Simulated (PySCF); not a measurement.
# C6H12Si (SMILES C#C[C@H](C)C[SiH2]C): what the fields show

```yaml
atoms:
  - { symbol: C, position_ang: [-1.9266, 1.6403, 1.7781] }
  - { symbol: C, position_ang: [-1.6081, 0.9894, 0.8258] }
  - { symbol: C, position_ang: [-1.2518, 0.1556, -0.3077] }
  - { symbol: C, position_ang: [-2.3773, -0.8507, -0.5719] }
  - { symbol: C, position_ang: [0.0796, -0.5577, -0.0467] }
  - { symbol: Si, position_ang: [1.5641, 0.6267, 0.0975] }
  - { symbol: C, position_ang: [3.1336, -0.4043, 0.3764] }
  - { symbol: H, position_ang: [-2.1956, 2.2270, 2.6051] }
  - { symbol: H, position_ang: [-1.1434, 0.8037, -1.1864] }
  - { symbol: H, position_ang: [-2.4966, -1.5146, 0.2822] }
  - { symbol: H, position_ang: [-2.1478, -1.4508, -1.4504] }
  - { symbol: H, position_ang: [-3.3210, -0.3355, -0.7393] }
  - { symbol: H, position_ang: [-0.0186, -1.1535, 0.8635] }
  - { symbol: H, position_ang: [0.2523, -1.2634, -0.8630] }
  - { symbol: H, position_ang: [1.3698, 1.5605, 1.2107] }
  - { symbol: H, position_ang: [1.6910, 1.3840, -1.1577] }
  - { symbol: H, position_ang: [3.3118, -1.0961, -0.4419] }
  - { symbol: H, position_ang: [4.0060, 0.2358, 0.4579] }
  - { symbol: H, position_ang: [3.0688, -0.9869, 1.2907] }
```

Geometry: GFN2-xTB.

The calculation used PBE0/pcSseg-1, SCF density, gas phase, non-relativistic (PySCF 2.14.0).

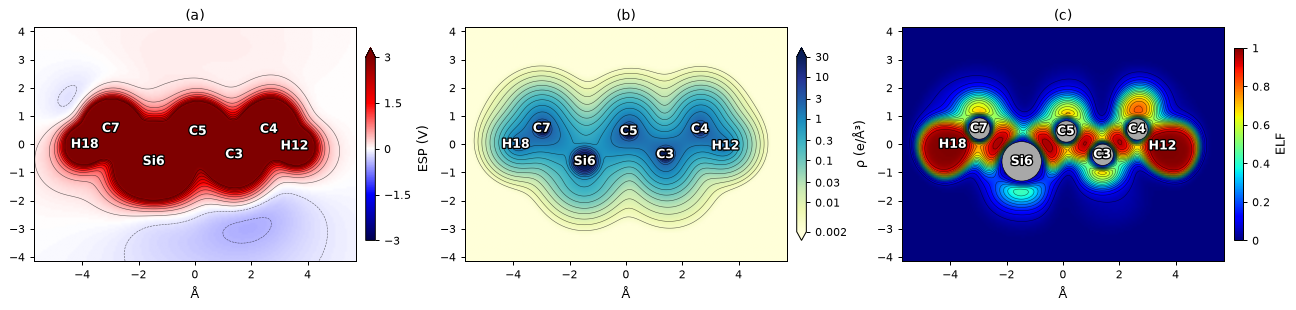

Figure 1. (a) molecular electrostatic potential; (b) electron density; (c) electron localisation function on the plane of atoms C5, Si6 and C7. Grey discs cover the atomic cores in the ELF map.

### Describe what can be read from this map.

Atoms in the plane: C, Si and H. C–Si (1.90 Å): the density is about 0.91 e/Å³ at the midpoint; the ELF peaks at about 0.95 between the atoms; a shared electron pair. Outside the dense part of the molecule the potential is most negative (−0.5 V) near C2, which lies off the plane.

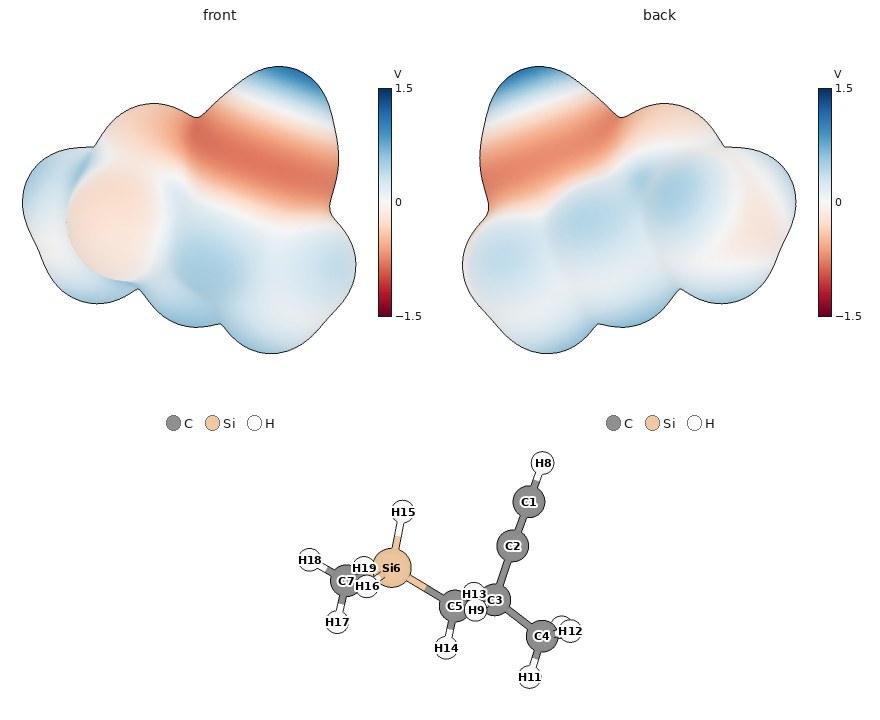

Figure 2. The molecular electrostatic potential painted on the density surface at 0.001 e/bohr³, seen from the front and from behind; the colour scale runs from red (negative) to blue (positive). The bare structure is drawn below in the same view.

### Which sites attract a positive test charge, and which a negative one?

A positive charge is drawn to the negative regions and a negative charge to the positive ones. The most negative region (about −0.8 V) lies over C1 and C2, the most positive (about +1.0 V) over H8.

### What dipole moment does the calculation give?

Its dipole moment is 0.97 D.
